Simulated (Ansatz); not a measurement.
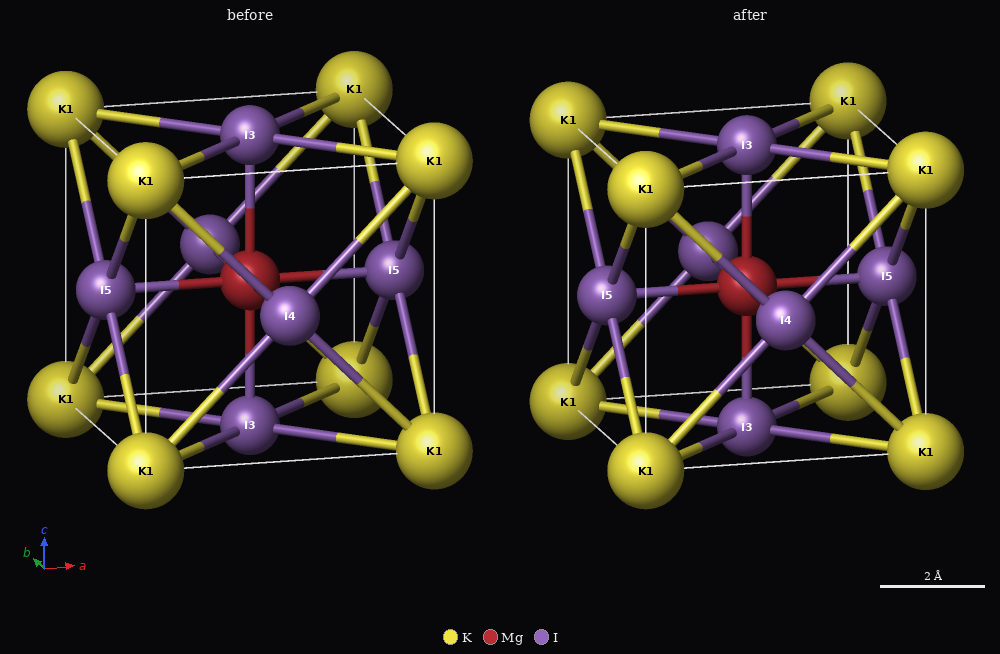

Left: a crystal of KMgI3 (built on the cubic perovskite type) at its r2SCAN-relaxed geometry. Right: the same structure after one change, at the same scale. A ball-and-stick model of the cell of the calculation, seen slightly off an axis.

Method: Ansatz, DFT, HSE06, plane waves, PAW. Set-up: plane-wave cutoff 420 eV; k-point mesh 4 × 4 × 4; occupations fixed; no spin polarisation.

**What was changed?**

All lengths are scaled by −3.0 % (volume −8.7 %). The atoms were relaxed with r2SCAN under that strain, and this is a single point on that geometry.

**How do the computed properties respond?**

Near-neighbour distances before and after: I–K 4.111 → 3.988 Å, I–Mg 2.907 → 2.820 Å. The space group stays Pm-3m (No. 221). It costs 22.5 meV per atom. Pressure: 0.0 GPa before, 2.3 GPa after. All forces vanish by symmetry.
